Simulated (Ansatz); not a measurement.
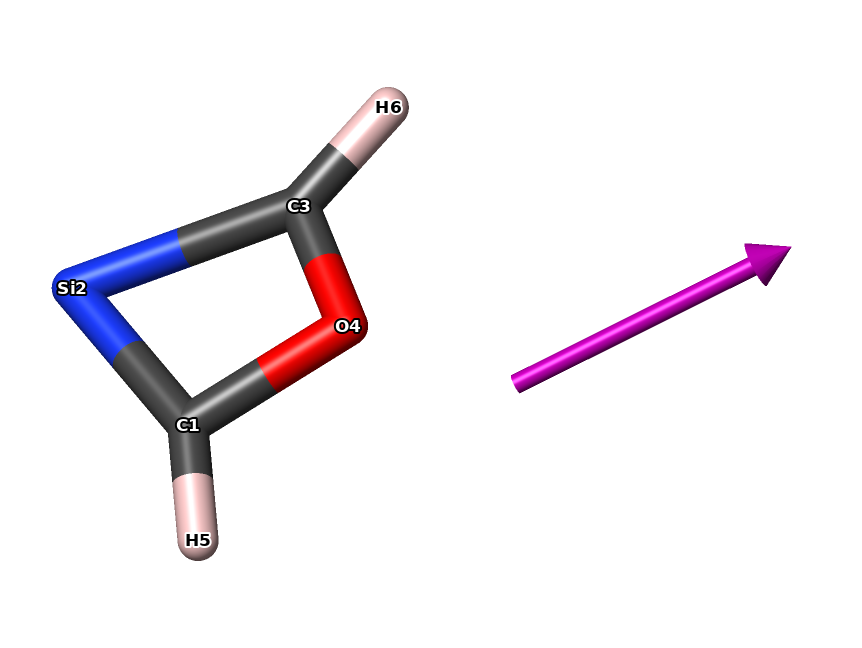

The arrow beside the molecule shows the direction of the dipole moment, from the negative to the positive end (its length means nothing). Computed geometry: PBE0-D4/def2-TZVP optimisation. No frequency run is at hand to confirm it as a minimum. Properties computed with RKS PBE0-D4/def2-TZVP (Ansatz 0.2.0).

Question: How large is the dipole moment?

Answer: 2.52 D; it points from the side of Si2 to the side of H6 (the outermost atoms at the two ends).
